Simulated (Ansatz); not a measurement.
**quartet GaNH3: levels of theory compared**

Aim: a comparison of 6 runs (UHF/def2-TZVP, UB3LYP/6-31G*, U-wB97X/def2-TZVP, UB3LYP/def2-TZVP, UPBE-QIDH/def2-TZVP, RPA@PBE/def2-TZVP) of quartet GaNH3. 

Program for the calculation: Ansatz 0.2.0.

55 further runs of the same task are left out: 55 set aside as unsound or not needed.

### Step 1. Starting point

GaNH3 has 5 atoms, charge 0, and is taken as a quartet. As SMILES of the parent species, `[NH2][GaH]`. Geometry: relaxed at PBE0-D4/def2-TZVP. This is one conformer, not always the lowest. That shape belongs to the parent species and isn't relaxed for this state.

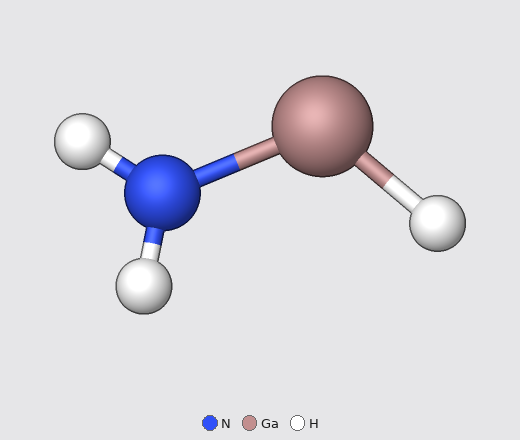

Viewed from a chosen angle; nitrogen blue, gallium pink, hydrogen white.

### Step 2. The energy at UHF/def2-TZVP (run 1)

in.yaml reads:

```yaml
crystal:
  periodic: [false, false, false]
  atoms:
    - {symbol: "N", position_ang: [-0.211900, -0.684000, 0.064700]}
    - {symbol: Ga, position_ang: [0.815500, 0.782900, 0.417000]}
    - {symbol: H, position_ang: [-0.946800, -0.701300, -0.625100]}
    - {symbol: H, position_ang: [-0.115200, -1.569300, 0.532000]}
    - {symbol: H, position_ang: [0.508200, 2.097900, -0.430100]}
basis:
  gaussian: {orbitals: def2-TZVP}
magnetization: {spin_polarized: true, initial_magnetization: 3}
hamiltonian: {xc: hf}
accuracy: high
output: {orbitals: {seedname: orbitals}}
```

On the command line:

```
ansatz run in.yaml --threads 1 --pin off --max-ram 3480MiB --events-out events.jsonl --progress --plain --runs-dir runs
```

The log of the run:

```text
Warning: RAYON_NUM_THREADS=1 ignored (pool sized by the plan → 1); use --threads N
Functional definition: HF
  name "HF"
  exchange = exact_x
  correlation = 0
1600 factors; integrals over basis functions are off by at most 4.6e-9 eV
mean field evaluation 1: about -53858.5107 eV, gradient 1.3e1 eV
mean field evaluation 2: about -53858.5182 eV, gradient 1.3e1 eV
mean field evaluation 4: about -53860.0502 eV, gradient 1.7e0 eV
mean field evaluation 8: about -53860.1073 eV, gradient 2.6e-1 eV
mean field evaluation 16: about -53860.1097 eV, gradient 2.3e-8 eV
mean field evaluation 32: about -53857.1116 eV, gradient 5.9e0 eV
mean field -53860.10970354 eV, -1979.3225239115 hartree, gradient 2.3e-8 eV, S^2 3.763225; 1 other end points of the search recorded, 0 dependent functions left out
reference -53860.10970354 eV, -1979.3225239115 hartree; 22, 19 occupied and 75, 78 virtual orbitals, 1600 factors
Total energy: -53860.10970354 eV, -1979.3225239115 hartree
```

Wall time 6 s (1 thread of Arm Neoverse V1, shared host); peak memory 0.28 GiB.

### Step 3. A single-point energy at UB3LYP/6-31G(d) (Cartesian functions) (run 2)

molecule.yaml reads:

```yaml
crystal:
  periodic: [false, false, false]
  atoms:
    - {symbol: "N", position_ang: [-0.211900, -0.684000, 0.064700]}
    - {symbol: Ga, position_ang: [0.815500, 0.782900, 0.417000]}
    - {symbol: H, position_ang: [-0.946800, -0.701300, -0.625100]}
    - {symbol: H, position_ang: [-0.115200, -1.569300, 0.532000]}
    - {symbol: H, position_ang: [0.508200, 2.097900, -0.430100]}
basis:
  gaussian:
    orbitals: "6-31G*"
magnetization:
  spin_polarized: true
  initial_magnetization: 3
hamiltonian:
  xc: {name: B3LYP}
accuracy: high
output: {orbitals: {seedname: orbitals}}
```

On the command line:

```
ansatz run molecule.yaml --threads 1 --pin off --max-ram 3480MiB --events-out events.jsonl --progress --plain --runs-dir runs
```

The log of the run:

```text
Warning: RAYON_NUM_THREADS=1 ignored (pool sized by the plan → 1); use --threads N
Functional definition: B3LYP
  name "B3LYP"
  parameter a0 = 0.2
  parameter ax = 0.72
  parameter ac = 0.81
  exchange = (1 - a0 - ax)*slater_x + ax*b88_x + a0*exact_x
  correlation = (1 - ac)*vwn_rpa_c + ac*lyp_c
1079 factors; integrals over basis functions are off by at most 4.1e-9 eV
mean field evaluation 1: about -53903.2656 eV, gradient 2.2e1 eV
mean field evaluation 2: about -53903.2669 eV, gradient 2.3e1 eV
mean field evaluation 4: about -53905.1432 eV, gradient 7.8e-1 eV
mean field evaluation 8: about -53905.2076 eV, gradient 5.6e-2 eV
mean field evaluation 16: about -53905.2076 eV, gradient 1.0e-4 eV
mean field evaluation 32: about -53904.0874 eV, gradient 9.0e0 eV
mean field -53905.20759827 eV, -1980.9798409745 hartree, gradient 7.1e-8 eV, S^2 3.754180; 4 other end points of the search recorded, 0 dependent functions left out
reference -53905.20763107 eV, -1980.9798421798 hartree; 22, 19 occupied and 34, 37 virtual orbitals, 1079 factors
Total energy: -53905.20763107 eV, -1980.9798421798 hartree
```

Run time: 7.5 s. Hardware: 1 thread of Arm Neoverse V1, shared host; peak memory 0.21 GiB.

### Step 4. The energy at U-wB97X/def2-TZVP (run 3)

input.yaml reads:

```yaml
crystal:
  periodic: [false, false, false]
  atoms:
    - symbol: N
      position_ang: [-0.211900, -0.684000, 0.064700]
    - symbol: Ga
      position_ang: [0.815500, 0.782900, 0.417000]
    - symbol: H
      position_ang: [-0.946800, -0.701300, -0.625100]
    - symbol: H
      position_ang: [-0.115200, -1.569300, 0.532000]
    - symbol: H
      position_ang: [0.508200, 2.097900, -0.430100]
basis:
  gaussian: {orbitals: def2-TZVP}
magnetization: {spin_polarized: true, initial_magnetization: 3}
hamiltonian: {xc: {name: wB97X}}
accuracy: high
output: {orbitals: {seedname: orbitals}}
```

On the command line:

```
ansatz run input.yaml --threads 1 --pin off --max-ram 3480MiB --events-out events.jsonl --progress --plain --runs-dir runs
```

The log of the run (excerpt; [...] marks lines left out):

```text
Warning: RAYON_NUM_THREADS=1 ignored (pool sized by the plan → 1); use --threads N
Functional definition: wB97X
  name "wB97X"
[...]
      + exact_x_lr(omega)
[...]
      + integral(e_c_pw_opposite_spin*poly(b97_u_opposite, 1, cos1, cos2, cos3, cos4))
1600 factors; integrals over basis functions are off by at most 4.6e-9 eV
298 factors; integrals over basis functions are off by at most 1.9e-9 eV
[...]
mean field -53912.42140410 eV, -1981.2449434490 hartree, gradient 9.5e-8 eV, S^2 3.755765; 2 other end points of the search recorded, 0 dependent functions left out
reference -53912.42140342 eV, -1981.2449434239 hartree; 22, 19 occupied and 75, 78 virtual orbitals, 1600 factors
Total energy: -53912.42140342 eV, -1981.2449434239 hartree
```

Run time: 65 s. Hardware: 1 thread of Arm Neoverse V1, shared host; peak memory 0.65 GiB.

Runs 4 to 5 aren't shown in full; the table further down has their settings and results.

### Step 5. A single-point energy at RPA@PBE/def2-TZVP (run 6)

in.yaml reads:

```yaml
crystal:
  periodic: [false, false, false]
  atoms:
    - {symbol: N, position_ang: [-0.211900, -0.684000, 0.064700]}
    - {symbol: Ga, position_ang: [0.815500, 0.782900, 0.417000]}
    - {symbol: H, position_ang: [-0.946800, -0.701300, -0.625100]}
    - {symbol: H, position_ang: [-0.115200, -1.569300, 0.532000]}
    - {symbol: H, position_ang: [0.508200, 2.097900, -0.430100]}
basis:
  gaussian: {orbitals: def2-TZVP}
magnetization: {spin_polarized: true, initial_magnetization: 3}
hamiltonian: {xc: {name: PBE}}
correlation: {method: rpa, frozen_orbitals: {Ga: 9, H: 0, "N": 1}}
accuracy: high
```

On the command line:

```
ansatz run in.yaml --threads 1 --pin off --max-ram 3480MiB --events-out events.jsonl --progress --plain --runs-dir runs
```

The log of the run (excerpt; [...] marks lines left out):

```text
Warning: RAYON_NUM_THREADS=1 ignored (pool sized by the plan → 1); use --threads N
Functional definition: PBE
  name "PBE"
[...]
1600 factors; integrals over basis functions are off by at most 4.6e-9 eV
[...]
mean field -53902.09295515 eV, -1980.8653799510 hartree, gradient 2.5e-8 eV, S^2 3.753943; 9 other end points of the search recorded, 0 dependent functions left out
10 core orbitals not correlated: weight in the atoms' cores, before any rotation towards them, 1.000 or more for the frozen orbitals, at most 0.000 for the correlated occupied ones
reference -53858.77909505 eV, -1979.2736249513 hartree; 12, 9 occupied and 75, 78 virtual orbitals, 1600 factors
Total energy: -53876.13660046 eV, -1979.9115015099 hartree
```

It took 32 s on 1 thread of Arm Neoverse V1, shared host; peak memory 0.37 GiB.

### Step 6. The series

```csv
run,level,Cartesian functions,frozen core orbitals,energy (Eh),HOMO energy (eV),⟨S²⟩,wall time
1,UHF/def2-TZVP,no,–,-1979.322524,-5.06,3.763,6 s
2,UB3LYP/6-31G* (Cartesian functions),yes,–,-1980.979842,-2.68,3.754,7.5 s
3,U-wB97X/def2-TZVP,no,–,-1981.244943,-4.72,3.756,65 s
4,UB3LYP/def2-TZVP,no,–,-1981.282922,-2.68,3.755,16 s
5,UPBE-QIDH/def2-TZVP,no,10,-1980.565702,-4.34,3.759,14 s
6,RPA@PBE/def2-TZVP,no,10,-1979.911502,–,3.754,32 s
```

### Step 7. What came out

| quantity | value |
| --- | --- |
| run 6: total energy | -1979.91150 Eh |
| run 6: RPA correlation energy (valence) | -637.9 mEh |
| run 6: ⟨S²⟩ of the reference determinant | 3.754 |

What this shows: Totals of different functionals can't be ranked against each other. All runs together took 2.3 min, the longest 65 s.
